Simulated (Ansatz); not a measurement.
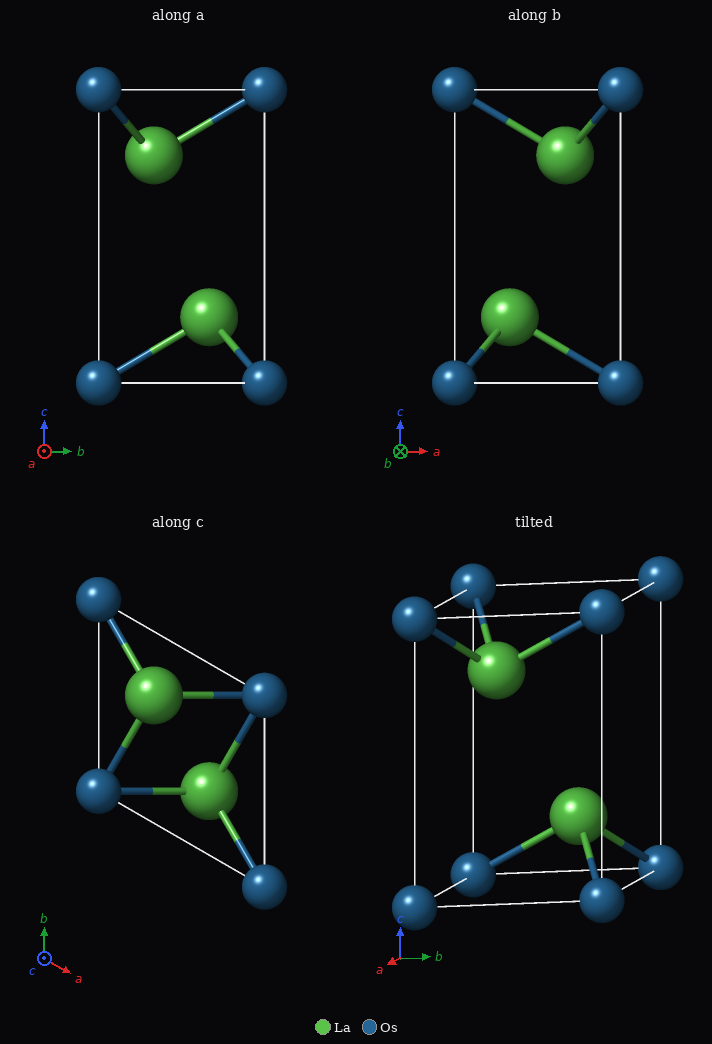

The figure gives a ball-and-stick picture of the atoms, viewed along the a axis, along the b axis, along the c axis and slightly off an axis. Lines trace the edges of the conventional unit cell.

Lattice parameters: a = 4.2561 Å, b = 4.2561 Å, c = 6.5150 Å, α = 90.000°, β = 90.000°, γ = 120.000°.

Give the atomic positions as a CIF with its space group and independent sites, with free fractional coordinates to two decimals.

Answer.
```cif
data_structure
_symmetry_space_group_name_H-M 'P -3 m 1'
_symmetry_Int_Tables_number 164
_cell_length_a 4.2561
_cell_length_b 4.2561
_cell_length_c 6.5150
_cell_angle_alpha 90.000
_cell_angle_beta 90.000
_cell_angle_gamma 120.000
_cell_volume 102.20
loop_
_atom_site_label
_atom_site_type_symbol
_atom_site_symmetry_multiplicity
_atom_site_Wyckoff_symbol
_atom_site_fract_x
_atom_site_fract_y
_atom_site_fract_z
_atom_site_occupancy
La1 La 2 d 0.3333 0.6667 0.22 1
Os1 Os 1 a 0.00 0.00 0.00 1
```

The cell started as a structure type filled with these elements by a generator (whether the compound takes this form wasn't checked). Relaxation method: DFT PBE, scalar-relativistic, plane waves, PAW in Ansatz 0.2.0.
